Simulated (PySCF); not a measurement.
# Two runs on C₉H₁₀Si

System: C₉H₁₀Si, SMILES C#Cc1cccc(C)c1[SiH3].
Method of the first run: GIAO PBE0/pcSseg-1 NMR shielding, non-relativistic, IEF-PCM tetrahydrofuran (PySCF 2.14.0).

The geometry comes from this level: PBE0-D3(BJ)/def2-SVP. Text and figures count atoms from 1; the logs count them from 0 in places.

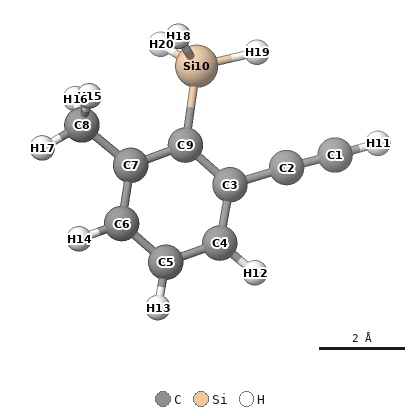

The input geometry (ball-and-stick view, seen at a tilt; atoms are numbered from 1 in the order of the input).

**Input file, the first run**
```
{"job": {"kind": "nmr", "xc": "PBE0", "basis": "pcSseg-1", "solvent": "tetrahydrofuran", "pop": false}, "charge": 0, "multiplicity": 1}
C      2.237786     2.539160    -0.333926
C      1.706844     1.450736    -0.257229
C      1.130100     0.142629    -0.176289
C      2.000063    -0.957452    -0.272487
C      1.499169    -2.249015    -0.206927
C      0.131533    -2.455267    -0.045871
C     -0.755250    -1.378951     0.053877
C     -2.223791    -1.645826     0.229423
C     -0.261362    -0.057167    -0.009323
Si    -1.477872     1.381412     0.126687
H      2.696930     3.507960    -0.399421
H      3.068792    -0.777314    -0.400560
H      2.176807    -3.102595    -0.282762
H     -0.261199    -3.474330     0.003618
H     -2.594065    -1.243169     1.186268
H     -2.818632    -1.173185    -0.568951
H     -2.438537    -2.722927     0.213712
H     -2.253850     1.266610     1.401107
H     -0.784858     2.695747     0.096469
H     -2.462750     1.319708    -0.998808
```

The first line tells a small driver script what to run in PySCF; the rest is the geometry in Å.

Hardware: 1 CPU thread, shared host.

**Output (the first run)**
```
coarse grid: 17600 points
cycle   1  E = -637.6966168275  dE =  1.370e+00  |g| = 3.999e-01  |ddm| = 4.541e+00
cycle   2  E = -637.7083259038  dE = -1.171e-02  |g| = 3.513e-01  |ddm| = 9.790e-01
cycle   3  E = -637.7392596834  dE = -3.093e-02  |g| = 6.209e-02  |ddm| = 3.917e-01
cycle   4  E = -637.7397331442  dE = -4.735e-04  |g| = 4.576e-02  |ddm| = 1.009e-01
cycle   5  E = -637.7402592004  dE = -5.261e-04  |g| = 1.173e-02  |ddm| = 4.851e-02
cycle   6  E = -637.7402919180  dE = -3.272e-05  |g| = 2.761e-03  |ddm| = 1.199e-02
cycle   7  E = -637.7402938132  dE = -1.895e-06  |g| = 8.332e-04  |ddm| = 2.846e-03
final grid: 166520 points
cycle   8  E = -637.8010583589  dE = -4.071e-05  |g| = 6.789e-03  |ddm| = 7.851e-02
cycle   9  E = -637.8010586396  dE = -2.807e-07  |g| = 6.785e-03  |ddm| = 1.652e-02
cycle  10  E = -637.8010710015  dE = -1.236e-05  |g| = 8.966e-04  |ddm| = 8.221e-03
cycle  11  E = -637.8010711705  dE = -1.690e-07  |g| = 3.861e-04  |ddm| = 1.063e-03
cycle  12  E = -637.8010712044  dE = -3.391e-08  |g| = 1.306e-04  |ddm| = 4.149e-04
cycle  13  E = -637.8010712086  dE = -4.242e-09  |g| = 2.674e-05  |ddm| = 1.441e-04
cycle  14  E = -637.8010712088  dE = -1.503e-10  |g| = 9.313e-06  |ddm| = 3.053e-05
converged SCF energy = -637.8010712088

GIAO shielding tensors (ppm)
atom      isotropic    diamagn.    paramagn.     s11        s22        s33       span
  0 C       92.788     260.756    -167.968     32.338     46.650    199.376    167.038
  1 C       96.056     251.090    -155.034    -10.984      3.881    295.270    306.255
  2 C       51.392     256.406    -205.014    -57.124     50.235    161.064    218.188
  3 C       46.109     247.057    -200.948    -62.358     34.345    166.341    228.699
  4 C       48.501     254.860    -206.359    -62.084     32.037    175.549    237.634
  5 C       48.505     250.869    -202.365    -55.787     42.813    158.489    214.276
  6 C       32.386     258.700    -226.314    -78.541      2.303    173.396    251.937
  7 C      160.446     246.750     -86.304    141.359    155.788    184.193     42.835
  8 C       46.864     257.029    -210.165    -41.838      3.566    178.864    220.702
  9 Si     430.395     881.622    -451.227    400.221    426.750    464.216     63.995
 10 H       27.492      33.483      -5.991     23.033     24.123     35.321     12.288
 11 H       23.495      30.355      -6.860     19.681     22.950     27.855      8.175
 12 H       23.634      28.528      -4.894     20.198     24.482     26.221      6.023
 13 H       23.713      31.113      -7.400     19.981     23.355     27.802      7.821
 14 H       28.607      28.600       0.007     23.730     28.302     33.789     10.059
 15 H       28.669      28.638       0.031     23.583     28.732     33.693     10.111
 16 H       28.860      28.028       0.832     23.525     28.104     34.951     11.426
 17 H       26.879      29.363      -2.484     23.023     25.953     31.661      8.637
 18 H       26.246      29.271      -3.026     21.029     27.243     30.464      9.436
 19 H       26.868      29.242      -2.374     23.156     25.673     31.776      8.619
```

For the second run the input was changed thus:
```diff
-"solvent": "tetrahydrofuran"
-"pop": false
+"solvent": "chloroform"
+"pop": true
```

Predict how the results change.

The total energy of the second run is 0.49 kcal/mol higher: the change of the electrostatic solvation energy at this fixed geometry, without cavity or dispersion terms. The dipole moment goes from 1.54 to 1.47 D. Of all shieldings, the largest change is that of C5, C6 and C7, by +0.2 ppm. The number of SCF iterations is the same.

**Output (the second run)**
```
coarse grid: 17600 points
cycle   1  E = -637.6955299265  dE =  1.371e+00  |g| = 4.011e-01  |ddm| = 4.541e+00
cycle   2  E = -637.7071148601  dE = -1.158e-02  |g| = 3.532e-01  |ddm| = 9.950e-01
cycle   3  E = -637.7385326256  dE = -3.142e-02  |g| = 6.018e-02  |ddm| = 3.984e-01
cycle   4  E = -637.7389565727  dE = -4.239e-04  |g| = 4.528e-02  |ddm| = 1.015e-01
cycle   5  E = -637.7394725782  dE = -5.160e-04  |g| = 1.205e-02  |ddm| = 4.923e-02
cycle   6  E = -637.7395071300  dE = -3.455e-05  |g| = 2.896e-03  |ddm| = 1.227e-02
cycle   7  E = -637.7395092081  dE = -2.078e-06  |g| = 8.859e-04  |ddm| = 2.960e-03
final grid: 166520 points
cycle   8  E = -637.8002812271  dE = -4.057e-05  |g| = 6.829e-03  |ddm| = 7.837e-02
cycle   9  E = -637.8002812647  dE = -3.753e-08  |g| = 6.886e-03  |ddm| = 1.677e-02
cycle  10  E = -637.8002939904  dE = -1.273e-05  |g| = 9.198e-04  |ddm| = 8.434e-03
cycle  11  E = -637.8002941700  dE = -1.796e-07  |g| = 3.925e-04  |ddm| = 1.093e-03
cycle  12  E = -637.8002942049  dE = -3.488e-08  |g| = 1.359e-04  |ddm| = 4.264e-04
cycle  13  E = -637.8002942095  dE = -4.582e-09  |g| = 2.822e-05  |ddm| = 1.495e-04
cycle  14  E = -637.8002942096  dE = -1.653e-10  |g| = 1.066e-05  |ddm| = 3.326e-05
converged SCF energy = -637.8002942096

GIAO shielding tensors (ppm)
atom      isotropic    diamagn.    paramagn.     s11        s22        s33       span
  0 C       92.916     260.896    -167.980     32.639     46.917    199.192    166.553
  1 C       96.068     250.962    -154.894    -10.953      3.829    295.327    306.280
  2 C       51.200     256.302    -205.102    -57.293     49.823    161.070    218.363
  3 C       46.099     247.123    -201.024    -62.384     34.483    166.198    228.581
  4 C       48.662     254.904    -206.242    -61.938     32.601    175.323    237.261
  5 C       48.696     250.944    -202.248    -55.588     43.501    158.176    213.764
  6 C       32.606     258.708    -226.102    -78.453      2.943    173.328    251.781
  7 C      160.374     246.733     -86.359    141.191    155.825    184.106     42.915
  8 C       46.811     257.034    -210.223    -41.920      3.487    178.865    220.785
  9 Si     430.398     881.623    -451.226    400.239    426.735    464.219     63.980
 10 H       27.548      33.532      -5.985     23.105     24.199     35.339     12.233
 11 H       23.516      30.362      -6.846     19.707     22.965     27.876      8.169
 12 H       23.672      28.553      -4.881     20.245     24.508     26.264      6.018
 13 H       23.758      31.139      -7.381     20.039     23.387     27.848      7.809
 14 H       28.614      28.622      -0.008     23.742     28.312     33.788     10.046
 15 H       28.676      28.661       0.016     23.595     28.742     33.693     10.098
 16 H       28.894      28.065       0.829     23.570     28.151     34.963     11.393
 17 H       26.886      29.372      -2.486     23.034     25.960     31.665      8.632
 18 H       26.231      29.253      -3.022     21.013     27.221     30.460      9.447
 19 H       26.875      29.251      -2.376     23.165     25.679     31.780      8.614
```

**The two runs side by side**

| quantity | the first run | the second run |
| --- | --- | --- |
| outcome | converged | converged |
| total energy (hartree) | −637.801071 | −637.800294 |
| HOMO (eV) | −6.95 | −6.93 |
| LUMO (eV) | −1.24 | −1.23 |
| dipole moment (D) | 1.54 | 1.47 |
| shielding of C1 (ppm) | 92.8 | 92.9 |
| shielding of C3 (ppm) | 51.4 | 51.2 |
| shielding of C5 (ppm) | 48.5 | 48.7 |
| shielding of C6 (ppm) | 48.5 | 48.7 |
| shielding of C7 (ppm) | 32.4 | 32.6 |
| shielding of C8 (ppm) | 160.4 | 160.4 |
| shielding of H11 (ppm) | 27.5 | 27.5 |
| SCF iterations | 14 | 14 |
| basis functions | 227 | 227 |
| wall time (shared host) | 48 s | 49 s |
